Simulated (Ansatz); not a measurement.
**C₆H₁₈ClGeN₃: small, medium and large basis sets**

How large a basis does C₆H₁₈ClGeN₃ need? Two functionals are run in growing sets.

Program: Ansatz 0.2.0, Gaussian basis. Level of theory: one geometry, several basis sets. These are calculated values, not measurements.

Levels to be run: PBE0-D4/def2-SVP; ωB97M-V/def2-SVP; PBE0-D4/def2-QZVPP; ωB97M-V/def2-QZVPP; the functionals' def2-TZVPP values are taken from earlier runs.

## Step 1: Structure used throughout

An earlier PBE0-D4 in a triple-zeta def2 set relaxation fixed the geometry.

29 atoms, charge 0, spin multiplicity 1.

Atoms are counted from 1 here; the program's logs count them from 0.

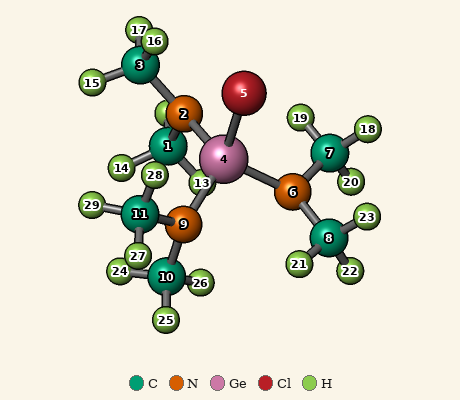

The structure; carbon teal, nitrogen orange, germanium pink, chlorine red, hydrogen green; atoms are numbered from 1 in the order of the file.

Coordinates:

```
C    -1.8154    0.7938    1.2941
N    -0.3995    0.6584    1.5512
C    -0.1048    0.2927    2.9148
Ge    0.6420    0.0736    0.1694
Cl    2.6787    0.1208    0.9168
N     0.3432    1.2168   -1.2023
C     0.2715    2.6346   -0.9367
C     0.8720    0.9063   -2.5099
N     0.4069   -1.6063   -0.5091
C    -0.8707   -1.8881   -1.1238
C     0.9925   -2.7586    0.1306
H    -2.2375    1.5878    1.9231
H    -1.9929    1.0665    0.2516
H    -2.3801   -0.1277    1.5068
H    -0.5650   -0.6635    3.2110
H     0.9719    0.2158    3.0681
H    -0.4849    1.0633    3.5970
H     1.2478    3.1290   -1.0492
H    -0.0828    2.8144    0.0791
H    -0.4255    3.1156   -1.6341
H     0.9563   -0.1734   -2.6400
H     0.2058    1.2958   -3.2896
H     1.8667    1.3475   -2.6722
H    -1.6171   -2.2676   -0.4082
H    -0.7518   -2.6488   -1.9056
H    -1.2781   -0.9903   -1.5938
H     1.1577   -3.5509   -0.6102
H     1.9589   -2.5062    0.5674
H     0.3544   -3.1794    0.9239
```

## Step 2: PBE0-D4 in def2-SVP

in.yaml

```yaml
crystal:
  periodic: [false, false, false]
  atoms:
    - {symbol: C, position_ang: [-1.815373, 0.793807, 1.294054]}
    - {symbol: N, position_ang: [-0.399549, 0.658391, 1.551200]}
    - {symbol: C, position_ang: [-0.104813, 0.292661, 2.914765]}
    - {symbol: Ge, position_ang: [0.642003, 0.073616, 0.169407]}
    - {symbol: Cl, position_ang: [2.678727, 0.120780, 0.916762]}
    - {symbol: N, position_ang: [0.343173, 1.216756, -1.202337]}
    - {symbol: C, position_ang: [0.271503, 2.634571, -0.936685]}
    - {symbol: C, position_ang: [0.872028, 0.906251, -2.509859]}
    - {symbol: N, position_ang: [0.406926, -1.606286, -0.509121]}
    - {symbol: C, position_ang: [-0.870650, -1.888059, -1.123789]}
    - {symbol: C, position_ang: [0.992514, -2.758619, 0.130555]}
    - {symbol: H, position_ang: [-2.237530, 1.587820, 1.923075]}
    - {symbol: H, position_ang: [-1.992915, 1.066525, 0.251552]}
    - {symbol: H, position_ang: [-2.380125, -0.127671, 1.506795]}
    - {symbol: H, position_ang: [-0.564979, -0.663474, 3.211031]}
    - {symbol: H, position_ang: [0.971880, 0.215773, 3.068137]}
    - {symbol: H, position_ang: [-0.484853, 1.063283, 3.596990]}
    - {symbol: H, position_ang: [1.247829, 3.129001, -1.049203]}
    - {symbol: H, position_ang: [-0.082775, 2.814433, 0.079148]}
    - {symbol: H, position_ang: [-0.425502, 3.115553, -1.634142]}
    - {symbol: H, position_ang: [0.956346, -0.173400, -2.639986]}
    - {symbol: H, position_ang: [0.205833, 1.295795, -3.289639]}
    - {symbol: H, position_ang: [1.866665, 1.347462, -2.672244]}
    - {symbol: H, position_ang: [-1.617140, -2.267570, -0.408197]}
    - {symbol: H, position_ang: [-0.751779, -2.648848, -1.905628]}
    - {symbol: H, position_ang: [-1.278131, -0.990328, -1.593781]}
    - {symbol: H, position_ang: [1.157690, -3.550881, -0.610175]}
    - {symbol: H, position_ang: [1.958935, -2.506169, 0.567389]}
    - {symbol: H, position_ang: [0.354358, -3.179375, 0.923927]}
basis:
  gaussian: {orbitals: def2-SVP}
hamiltonian: {xc: pbe0, dispersion: d4}
output: {orbitals: {seedname: orbitals}}
```

The run is started by

```sh
ansatz run in.yaml --threads 11 --pin off --events-out ev --progress --plain --max-ram 174080MiB --backend cpu
```

Further steps of the session: ωB97M-V in def2-SVP; PBE0-D4 in def2-QZVPP; ωB97M-V in def2-QZVPP.

Before running them: what should the planned runs give, taken together? Wanted: PBE0-D4: double and triple zeta above quadruple; ωB97M-V: double and triple zeta above quadruple.

As calculated:

```
                                       quantity           value
PBE0-D4: double and triple zeta above quadruple  25.68, 2.22 eV
ωB97M-V: double and triple zeta above quadruple  26.16, 2.14 eV
```

PBE0-D4 gains 23.47 eV from double to triple zeta, then 2.22 eV more. These are total energies; as a rule much of such shifts cancels in differences, which this series doesn't test. The LUMO of ωB97M-V is positive and keeps falling with the basis (2.87 to 1.52 eV): an unbound level that the basis holds in place.
